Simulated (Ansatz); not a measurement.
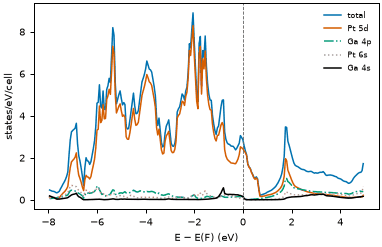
Total and projected density of states of GaPt3 (Cu3Au type, Pm-3m), r²SCAN in the plane-wave PAW code Ansatz

Question: Which orbitals carry the states next to the Fermi level?

Answer: Within 0.5 eV of the Fermi level: Pt 5d 83 %, Ga 4s 6 %. Projections are on Löwdin-orthogonalised atomic valence shells; empty p or d shells of many metals are not among them.

Question: Where is the tallest occupied peak in this window, and what makes it?

Answer: Near -2.0 eV, about 8.9 states/eV per cell; the largest projected share is Pt 5d.

The first step of the workflow began from a Materials Project structure, measured or hypothetical; the Crystallography Open Database copy checked does not list it. COD files the formula under space group No. 127. Whether it is the stable phase at ambient conditions was not checked. The cell was relaxed with r²SCAN under the symmetry of its start; whether a distortion lowers the energy is not shown. The run is not spin-polarised. Spin–orbit coupling is left out wherever it is not named.

Potentials: the later of the program's two PAW sets.
